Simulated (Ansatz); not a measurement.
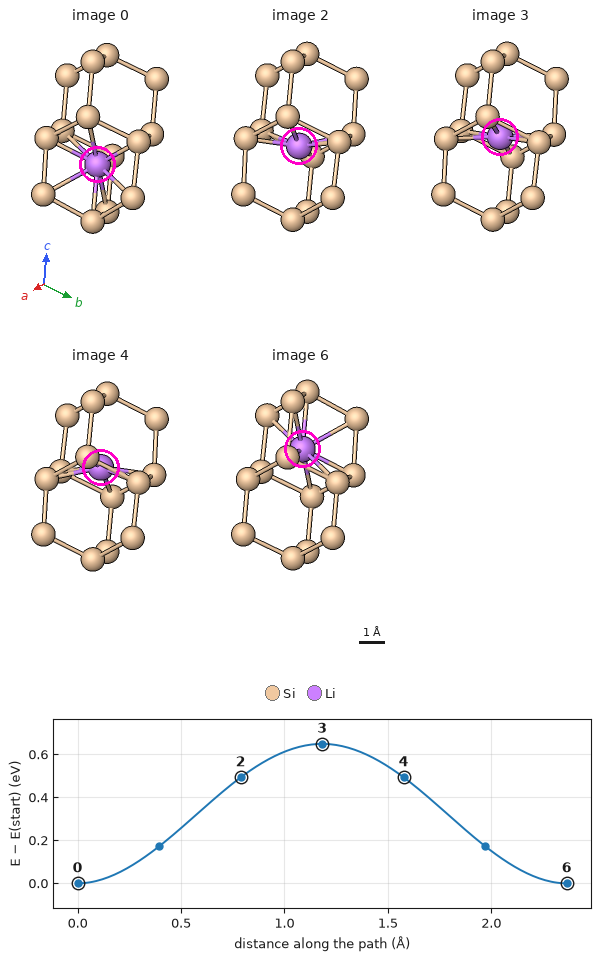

NEB run on a defect cell of composition LiSi32 (cell charge +1) (33 atoms in the cell). Images are numbered from 0 (start) to 6 (end). A ball-and-stick model of the atoms within 4.2 Å of the middle of the path, seen slightly off an axis. The moving atom is ringed, with any periodic copies. Bonds to atoms that aren't drawn are left out.

The calculation used Ansatz, DFT LDA, scalar-relativistic, plane waves, PAW. Set-up: plane-wave cutoff 420 eV; k-point mesh 2 × 2 × 2; Gaussian smearing 0.02 eV; 5 movable images; climbing image.

Question: What happens along the path, and what is the barrier?

Answer: The Li atom travels furthest, 2.34 Å from end to end, along +c, on a straight line. At the highest image its nearest neighbour (Si) is 2.33 Å away, against 2.42 Å at the start, and the surrounding atoms stand up to 0.05 Å off the mean of their end positions. The two ends have the same energy, and the highest point, image 3, lies 0.65 eV above the start. The band converged in 3 iterations, with a climbing image at the top.

Limits of the set-up: the cell is charged, on a uniform background, and energies carry no finite-size correction.

The run took 72 s on 8 threads of Intel(R) Xeon(R) Platinum 8259CL CPU @ 2.50GHz (Skylake/Cascade Lake) (shared host), peak memory 2.9 GiB.
